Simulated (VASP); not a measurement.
Band structure of WS2 (2H layered). All values below come from PBE GGA with D3 dispersion (zero damping), VASP's PBE PAW potentials (set 64) (plane waves; VASP).

Unless said otherwise, spin-orbit coupling is left out, though it shifts the bands of the heavy elements here.

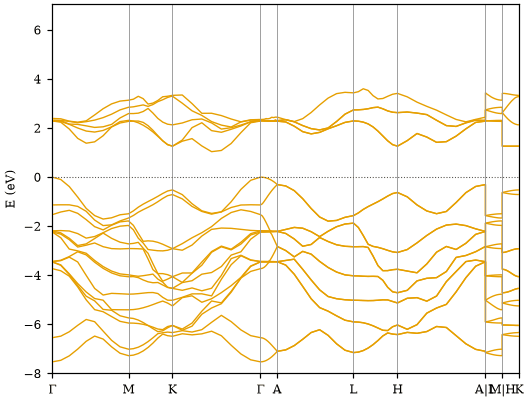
Figure. Bands along high-symmetry lines, zero at the valence-band maximum or, without a gap, the Fermi level

Question: Read the plot: is there a gap, and where are the band edges?

Answer: The gap is indirect, 1.04 eV, from the valence maximum at Γ to the conduction minimum at K-Γ at 0.44. (Edges off the drawn lines would not show.)

The compound is WS2 in the 2H layered structure. It was relaxed first.
